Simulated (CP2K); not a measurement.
# C3H4ClF (SMILES C=C(Cl)CF): a first try and a second

Wanted: the energy of C3H4ClF, RM1.

Program for the calculation: CP2K 2026.2.

**1. The system as given**

The species is C3H4ClF (9 atoms), meant as a singlet with charge 0. SMILES: `C=C(Cl)CF`. The coordinates come from a GFN2-xTB relaxation. This is one conformer, not always the lowest.

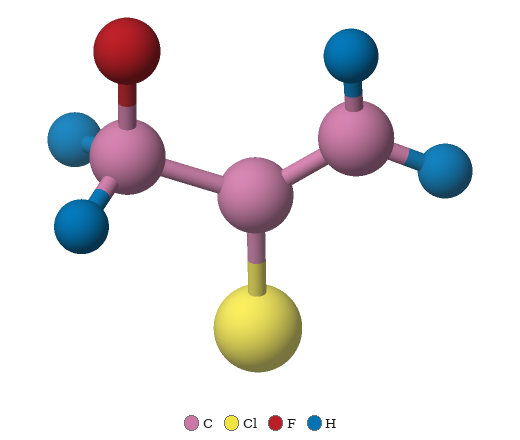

Viewed from a chosen angle; carbon pink, chlorine yellow, fluorine red, hydrogen blue.

**2. The input as first written**

Input file calc.inp:

```
&FORCE_EVAL
  METHOD Quickstep
  &DFT
    CHARGE 1
    MULTIPLICITY 1
    &QS
      METHOD RM1
      EPS_DEFAULT 1.0E-10
      &SE
        &COULOMB
          CUTOFF [angstrom] 50
          RC_RANGE [angstrom] 0
        &END COULOMB
        &EXCHANGE
          CUTOFF [angstrom] 50
          RC_RANGE [angstrom] 0
        &END EXCHANGE
      &END SE
    &END QS
    &POISSON
      PERIODIC NONE
      POISSON_SOLVER ANALYTIC
    &END POISSON
    &SCF
      SCF_GUESS ATOMIC
      EPS_SCF 1.0E-06
      MAX_SCF 30
      &OT ON
        MINIMIZER DIIS
        PRECONDITIONER FULL_ALL
      &END OT
      &OUTER_SCF
        EPS_SCF 1.0E-06
        MAX_SCF 8
      &END OUTER_SCF
    &END SCF
    ! extra output
    &PRINT
      &MOMENTS
        PERIODIC F
        REFERENCE COM
        MAX_MOMENT 1
      &END MOMENTS
      &MO_CUBES
        NLUMO 5
        NHOMO -1
        WRITE_CUBE F
      &END MO_CUBES
      &HIRSHFELD OFF
      &END HIRSHFELD
    &END PRINT
  &END DFT
  ! atoms, cell and kinds
  &SUBSYS
    ! vacuum box
    &CELL
      ABC [angstrom] 15.8 15 15.3
      PERIODIC NONE
    &END CELL
    &COORD
      SCALED T
      C    0.52835475   0.56599100   0.42653268
      C    0.52806044   0.50292167   0.48655817
      Cl   0.61920475   0.44610167   0.51614706
      C    0.45232437   0.47130833   0.53696209
      F    0.38079525   0.51596233   0.51224118
      H    0.47058070   0.59983900   0.40980654
      H    0.58508829   0.58539233   0.39280719
      H    0.44102753   0.40016100   0.52533987
      H    0.46096487   0.48283767   0.60719281
    &END COORD
  &END SUBSYS
&END FORCE_EVAL

&GLOBAL
  PROJECT_NAME calc
  RUN_TYPE ENERGY
  PRINT_LEVEL MEDIUM
&END GLOBAL
```

Started as:

```
$ OMP_NUM_THREADS=1 cp2k.psmp -i calc.inp -o calc.out
```

Log:

```text
CP2K| version string:                                       CP2K version 2026.2
 CP2K| Input file name                                                  calc.inp

[... 49 lines left out ...]
 ===== Routine Calling Stack =====

            2 qs_init_subsys
            1 CP2K

Program received signal SIGABRT: Process abort signal.

Backtrace for this error:
#0  0x59d4137ff957 in ???
#1  0x59d4340b4cac in __pthread_kill_implementation
#2  0x59d43405bfb7 in raise
#3  0x59d434045d37 in abort
#4  0x59d413ed2d83 in ???
#5  0x59d413ed4297 in ???
#6  0x59d413ed4497 in ???
#7  0x59d413aa2323 in ???
#8  0x59d413aa5af3 in ???
#9  0x59d4138a546f in ???
#10  0x59d414186783 in ???
#11  0x59d414189d0b in ???
#12  0x59d4138a0db3 in ???
#13  0x59d41389ef13 in ???
#14  0x59d434046573 in __libc_start_call_main
#15  0x59d434046657 in __libc_start_main_impl
#16  0x59d41389f06f in ???
#17  0xffffffffffffffff in ???
```

It took 0.22 s on 1 thread of Arm Neoverse V1, shared host.

**3. Reading the log**

The job broke off with an error.

The telling line is `\___/            Use the LSD option for an odd number of electrons`. What is wrong: the electron count doesn't fit the spin or reference typed: an even count needs an odd multiplicity, an odd count an even one. To mend it: charge 0 in place of 1. That is the species meant; for the charge typed, the multiplicity would have to change.

**4. The mended input**

Input file qs.inp:

```
&GLOBAL
  PROJECT qs
  RUN_TYPE ENERGY
  PRINT_LEVEL MEDIUM
&END GLOBAL

&FORCE_EVAL
  METHOD QS
  &DFT
    &QS
      METHOD RM1
      EPS_DEFAULT 1.0E-10
      &SE
        &COULOMB
          CUTOFF [angstrom] 50
          RC_RANGE [angstrom] 0
        &END COULOMB
        &EXCHANGE
          CUTOFF [angstrom] 50
          RC_RANGE [angstrom] 0
        &END EXCHANGE
      &END SE
    &END QS
    &POISSON
      PERIODIC NONE
      POISSON_SOLVER ANALYTIC
    &END POISSON
    &SCF
      SCF_GUESS ATOMIC
      EPS_SCF 1.0E-09
      MAX_SCF 30
      &OT
        MINIMIZER DIIS
        PRECONDITIONER FULL_ALL
      &END OT
      &OUTER_SCF
        EPS_SCF 1.0E-09
        MAX_SCF 8
      &END OUTER_SCF
    &END SCF
    &PRINT
      &MOMENTS
        PERIODIC F
        REFERENCE COM
        MAX_MOMENT 1
      &END MOMENTS
      &MO_CUBES
        NLUMO 5
        NHOMO -1
        WRITE_CUBE F
      &END MO_CUBES
      &HIRSHFELD OFF
      &END HIRSHFELD
    &END PRINT
  &END DFT
  &SUBSYS
    &CELL
      ABC 15.8 15 15.3
      PERIODIC NONE
    &END CELL
    &COORD
      SCALED T
      C    0.52835475   0.56599100   0.42653268
      C    0.52806044   0.50292167   0.48655817
      Cl   0.61920475   0.44610167   0.51614706
      C    0.45232437   0.47130833   0.53696209
      F    0.38079525   0.51596233   0.51224118
      H    0.47058070   0.59983900   0.40980654
      H    0.58508829   0.58539233   0.39280719
      H    0.44102753   0.40016100   0.52533987
      H    0.46096487   0.48283767   0.60719281
    &END COORD
  &END SUBSYS
&END FORCE_EVAL
```

Started as:

```
$ OMP_NUM_THREADS=1 cp2k.psmp qs.inp > qs.out
```

Log:

```text
CP2K| version string:                                       CP2K version 2026.2
[...]
 GLOBAL| Method name                                                        CP2K
[...]
 GLOBAL| Run type                                                         ENERGY
[...]
                             - Atoms:                                          9
[...]
                             - Spherical basis functions:                     24
[...]
 Number of electrons:                                                         30
[...]
     1 OT DIIS     0.15E+00    0.0     0.31441571       -43.1288956713 -4.31E+01
[...]
     9 OT DIIS     0.15E+00    0.0     4.2561E-10       -47.9098146919  1.14E-13
  *** SCF run converged in     9 steps ***
  Core-core repulsion energy [eV]:                           2204.07459329270523
  Core Hamiltonian energy [eV]:                             -2123.89074962036239
  Two-electron integral energy [eV]:                        -2767.75240349965361
  Electronic energy [eV]:                                   -3507.76695137018942
  Total energy [eV]:                                        -1303.69235807748396
  Atomic reference energy [eV]:                              1301.85570947578390
  Heat of formation [kcal/mol]:                               -42.35412628560527
[...]
 SE_DIPOLE| Moment [Debye]         -0.06753993      -0.07900211       0.06662861
 SE_DIPOLE| Derivative [a.u.]       0.00000000       0.00000000       0.00000000
 *** WARNING in qs_scf_post_se.F:140 :: Printing of MO cube files not ***
 *** implemented for Semi-Empirical method.                           ***
 ENERGY| Total FORCE_EVAL ( QS ) energy [hartree]            -47.909814691889444
[...]
```

Wall time 0.8 s (1 thread of Arm Neoverse V1, shared host).

**5. Outcome**

Level: RM1.

| quantity | value |
| --- | --- |
| total energy | -47.90981 Eh |
| dipole moment | 0.12 D |
| heat of formation | -42.4 kcal/mol |
